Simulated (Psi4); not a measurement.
# One shape, several levels: doublet RbF+

Aim: a comparison of 6 runs (U-wB97M-V/def2-TZVP, U-wB97X/def2-TZVP, UB2PLYP/def2-TZVP, UBHLYP/def2-TZVP, UCAM-B3LYP/def2-TZVP, UPBE0/def2-TZVP) of doublet RbF+. 

Program for the calculation: Psi4 1.11.

2 further runs of the same task are left out: 2 set aside as unsound or not needed.

## (1) The structure to begin with

The species is RbF+ (2 atoms), meant as a doublet with charge +1. SMILES of the parent species: `[F][Rb]`. The shape is that of a PBE0-D4/def2-TZVP optimisation. That shape belongs to the parent species and isn't relaxed for this state.

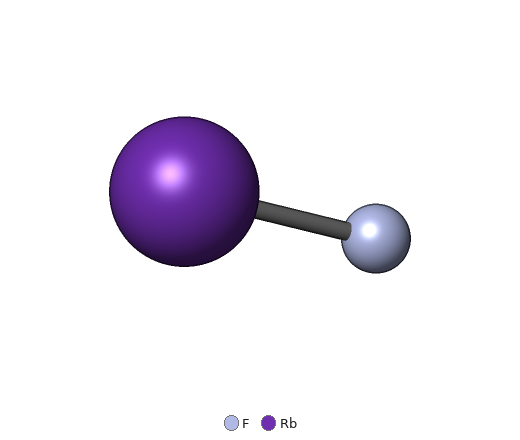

The structure, seen from a chosen angle (fluorine light blue, rubidium purple).

## (2) The energy at U-wB97M-V/def2-TZVP (core potential) (run 1)

frb.xyz

```xyz
2
FRb
F      0.000000     0.000000    -0.070970
Rb     0.000000     0.000000     2.268560
```

run.py

```python
import psi4

psi4.set_memory(1600000000)
psi4.set_num_threads(1)
psi4.set_output_file('output.dat', False)

with open('frb.xyz') as f:
    atoms = ''.join(f.readlines()[2:])
molecule = psi4.geometry('1 2\n' + atoms + 'symmetry c1')

psi4.set_options({
    'basis': 'def2-TZVP',
    'reference': 'uks',
    'puream': True,
    'e_convergence': 1e-09,
    'd_convergence': 1e-08,
    'scf_type': 'pk',
    'dft_radial_points': 99,
    'dft_spherical_points': 590,
    'maxiter': 100,
})

E, wfn = psi4.energy("WB97M-V", return_wfn=True)
print(f'WB97M-V energy: {E:.10f} Eh')
```

Run with:

```sh
$ python run.py
```

output.dat:

```text
[...]
    !!!  WARNING: ECP capability is in beta. Please check occupations closely.  !!!
[...]
  Running in c1 symmetry.
[...]
  Nuclear repulsion =   18.321352606835564
[...]
  Multiplicity = 2
[...]
  Nalpha       = 9
  Nbeta        = 8
[...]
    Number of basis functions: 64
[...]
   @UKS iter   1:  -123.58562642180294   -6.24954e-01   2.66922e-03 ADIIS/DIIS
[...]
   @UKS iter  10:  -123.60484478713100   -3.15481e-12   5.12127e-09 DIIS
[...]
   @S^2 Observed:                7.518224967E-01
[...]
    Orbital Energies [Eh]
    ---------------------
    Alpha Occupied:
       1A    -25.216311     2A     -1.609638     3A     -1.573909
       4A     -0.981491     5A     -0.952416     6A     -0.952416
       7A     -0.856497     8A     -0.805605     9A     -0.805605
    Alpha Virtual:
      10A     -0.162084    11A     -0.106057    12A     -0.106057
      13A     -0.101294    14A     -0.069334    15A     -0.069328
      16A     -0.065928    17A     -0.065928    18A     -0.063773
      19A     -0.051704    20A     -0.024157    21A     -0.023126
      22A     -0.023126    23A     -0.022441    24A     -0.022441
      25A     -0.018192    26A     -0.018192    27A      0.008974
[...]
  @UKS Final Energy:  -123.60484478713100
   => Energetics <=
    Nuclear Repulsion Energy =             18.3213526068355641
    One-Electron Energy =                -211.4800477740461702
    Two-Electron Energy =                  79.1680560844163068
    DFT Exchange-Correlation Energy =      -9.6853820637590200
    Empirical Dispersion Energy =           0.0000000000000000
    VV10 Nonlocal Energy =                  0.0711763594223156
    Total Energy =                       -123.6048447871310003
[...]
 Multipole Moments:
 ------------------------------------------------------------------------------------
     Multipole            Electronic (a.u.)      Nuclear  (a.u.)        Total (a.u.)
 ------------------------------------------------------------------------------------
 L = 1.  Multiply by 2.5417464519 to convert [e a0] to [Debye]
 Dipole X            :          0.0000000            0.0000000            0.0000000
 Dipole Y            :          0.0000000            0.0000000            0.0000000
 Dipole Z            :         25.9844206          -25.2397745            0.7446461
 Magnitude           :                                                    0.7446461
[...]
```

On the terminal:

```text
WB97M-V energy: -123.6048447871 Eh
```

It took 24 s on 1 thread of AMD EPYC 7R43 (Zen 3), shared host; peak memory 0.68 GiB.

## (3) The energy at U-wB97X/def2-TZVP (core potential) (run 2)

calc.py

```python
import psi4

psi4.set_memory(1600000000)
psi4.set_num_threads(1)
psi4.set_output_file('psi4.out', False)

geom = psi4.geometry("""
1 2
F      0.000000     0.000000    -0.070970
Rb     0.000000     0.000000     2.268560
symmetry c1
""")

psi4.set_options({
    'basis': 'def2-TZVP',
    'reference': 'uks',
    'puream': True,
    'e_convergence': 1e-09,
    'd_convergence': 1e-08,
    'scf_type': 'pk',
    'dft_radial_points': 99,
    'dft_spherical_points': 590,
    'maxiter': 100,
})

E, wfn = psi4.energy("wb97x", molecule=geom, return_wfn=True)
psi4.oeprop(wfn, "DIPOLE", "QUADRUPOLE", "MAYER_INDICES", title="WB97X")
print(f'wb97x energy: {E:.10f} Eh')
```

Run with:

```sh
$ python calc.py
```

psi4.out:

```text
[...]
    !!!  WARNING: ECP capability is in beta. Please check occupations closely.  !!!
[...]
  Running in c1 symmetry.
[...]
  Nuclear repulsion =   18.321352606835564
[...]
  Multiplicity = 2
[...]
  Nalpha       = 9
  Nbeta        = 8
[...]
    Number of basis functions: 64
[...]
   @UKS iter   1:  -123.65569685505989   -6.31389e-01   2.74258e-03 ADIIS/DIIS
[...]
   @UKS iter  10:  -123.67471383052921   -3.39639e-12   5.23111e-09 DIIS
[...]
   @S^2 Observed:                7.519915706E-01
[...]
    Orbital Energies [Eh]
    ---------------------
    Alpha Occupied:
       1A    -25.051864     2A     -1.617568     3A     -1.569316
       4A     -0.987317     5A     -0.958176     6A     -0.958176
       7A     -0.863620     8A     -0.804068     9A     -0.804068
    Alpha Virtual:
      10A     -0.128229    11A     -0.080366    12A     -0.080366
      13A     -0.075644    14A     -0.052495    15A     -0.052495
      16A     -0.049762    17A     -0.049762    18A     -0.048849
      19A     -0.043696    20A     -0.006470    21A     -0.006115
      22A     -0.006115    23A     -0.004484    24A     -0.004484
      25A      0.001762    26A      0.001762    27A      0.033308
[...]
  @UKS Final Energy:  -123.67471383052921
   => Energetics <=
    Nuclear Repulsion Energy =             18.3213526068355641
    One-Electron Energy =                -211.5484900205950680
    Two-Electron Energy =                  79.1614354814202414
    DFT Exchange-Correlation Energy =      -9.6090118981899675
    Empirical Dispersion Energy =           0.0000000000000000
    VV10 Nonlocal Energy =                  0.0000000000000000
    Total Energy =                       -123.6747138305292140
[...]
 Multipole Moments:
 ------------------------------------------------------------------------------------
     Multipole            Electronic (a.u.)      Nuclear  (a.u.)        Total (a.u.)
 ------------------------------------------------------------------------------------
 L = 1.  Multiply by 2.5417464519 to convert [e a0] to [Debye]
 Dipole X            :          0.0000000            0.0000000            0.0000000
 Dipole Y            :          0.0000000            0.0000000            0.0000000
 Dipole Z            :         25.9905613          -25.2397745            0.7507869
 Magnitude           :                                                    0.7507869
 L = 2.  Multiply by 1.3450342976 to convert [e a0^2] to [Debye ang]
 Quadrupole XX       :        -12.1443746            0.0000000          -12.1443746
 Quadrupole XY       :          0.0000000            0.0000000            0.0000000
[...]
```

On the terminal:

```text
wb97x energy: -123.6747138305 Eh
```

It took 9.3 s on 1 thread of AMD EPYC 7R43 (Zen 3), shared host; peak memory 0.41 GiB.

Runs 3 to 5 aren't shown in full; the table further down has their settings and results.

## (4) A single-point energy at UPBE0/def2-TZVP (core potential) (run 6)

run_ase.py

```python
import numpy as np
from ase.calculators.psi4 import Psi4
from ase import Atoms

atoms = Atoms(['F', 'Rb'], positions=[
    [0.000000, 0.000000, -0.070970],
    [0.000000, 0.000000, 2.268560],
])
calc = Psi4(atoms=atoms, method='pbe0', basis='def2-TZVP', memory='1600MB', num_threads=1, charge=1, multiplicity=2, label='frb', reference='uks')
calc.psi4.set_options({'puream': True, 'e_convergence': 1e-09, 'd_convergence': 1e-08, 'scf_type': 'pk', 'dft_radial_points': 99, 'dft_spherical_points': 590, 'maxiter': 100})
atoms.calc = calc

print(f'energy: {atoms.get_potential_energy():.6f} eV')
```

Run with:

```sh
$ python run_ase.py
```

frb.dat:

```text
[...]
    !!!  WARNING: ECP capability is in beta. Please check occupations closely.  !!!
[...]
  Running in c1 symmetry.
[...]
  Nuclear repulsion =   18.321352606835564
[...]
  Multiplicity = 2
[...]
  Nalpha       = 9
  Nbeta        = 8
[...]
    Number of basis functions: 64
[...]
   @UKS iter   1:  -123.57195749639787   -4.89936e-01   2.98903e-03 DIIS/ADIIS
[...]
   @UKS iter  10:  -123.58986597878524   -8.38440e-13   2.77415e-09 DIIS
[...]
   @S^2 Observed:                7.518455003E-01
[...]
    Orbital Energies [Eh]
    ---------------------
    Alpha Occupied:
       1A    -25.083672     2A     -1.516214     3A     -1.478254
       4A     -0.893801     5A     -0.865041     6A     -0.865041
       7A     -0.776194     8A     -0.706059     9A     -0.706059
    Alpha Virtual:
      10A     -0.190804    11A     -0.117352    12A     -0.117352
      13A     -0.116511    14A     -0.083983    15A     -0.083983
      16A     -0.081325    17A     -0.081325    18A     -0.077550
      19A     -0.061416    20A     -0.036184    21A     -0.035169
      22A     -0.035169    23A     -0.034771    24A     -0.034771
      25A     -0.033456    26A     -0.033456    27A     -0.012940
[...]
  @UKS Final Energy:  -123.58986597878524
   => Energetics <=
    Nuclear Repulsion Energy =             18.3213526068355641
    One-Electron Energy =                -211.5395120469223116
    Two-Electron Energy =                  80.1798241422502969
    DFT Exchange-Correlation Energy =     -10.5515306809488028
    Empirical Dispersion Energy =           0.0000000000000000
    VV10 Nonlocal Energy =                  0.0000000000000000
    Total Energy =                       -123.5898659787852409
[...]
 Multipole Moments:
 ------------------------------------------------------------------------------------
     Multipole            Electronic (a.u.)      Nuclear  (a.u.)        Total (a.u.)
 ------------------------------------------------------------------------------------
 L = 1.  Multiply by 2.5417464519 to convert [e a0] to [Debye]
 Dipole X            :          0.0000024            0.0000000            0.0000024
 Dipole Y            :          0.0000001            0.0000000            0.0000001
 Dipole Z            :         25.9928651          -25.2397745            0.7530906
 Magnitude           :                                                    0.7530906
[...]
```

Standard output:

```text
energy: -3363.051552 eV
```

Run time: 8.7 s. Hardware: 1 thread of AMD EPYC 7R43 (Zen 3), shared host; peak memory 0.42 GiB.

## (5) All runs side by side

| run | level | frozen core orbitals | fitting correlation | energy (Eh) | HOMO energy (eV) | LUMO energy (eV) | ⟨S²⟩ | wall time |
| --- | --- | --- | --- | --- | --- | --- | --- | --- |
| 1 | U-wB97M-V/def2-TZVP (core potential) | 0 | – | -123.604845 | -20.95 | -10.07 | 0.752 | 24 s |
| 2 | U-wB97X/def2-TZVP (core potential) | 0 | – | -123.674714 | -20.98 | -10.10 | 0.752 | 9.3 s |
| 3 | UB2PLYP/def2-TZVP (core potential, density fitting for correlation) | 1 | density fitting | -123.551346 | -20.71 | -9.60 | 0.753 | 8.4 s |
| 4 | UBHLYP/def2-TZVP (core potential) | 0 | – | -123.617813 | -20.71 | -10.27 | 0.752 | 12 s |
| 5 | UCAM-B3LYP/def2-TZVP (core potential) | 0 | – | -123.638336 | -20.03 | -11.51 | 0.752 | 14 s |
| 6 | UPBE0/def2-TZVP (core potential) | 0 | – | -123.589866 | -18.36 | -12.53 | 0.752 | 8.7 s |

## (6) Results

```
                                 quantity          value
                      run 6: total energy  -123.58987 Eh
run 6: HOMO energy (highest over α and β)      -18.36 eV
 run 6: LUMO energy (lowest over α and β)      -12.53 eV
                              run 6: ⟨S²⟩          0.752
```

What this shows: Totals of different functionals can't be ranked against each other. All runs together took 76 s, the longest 24 s.
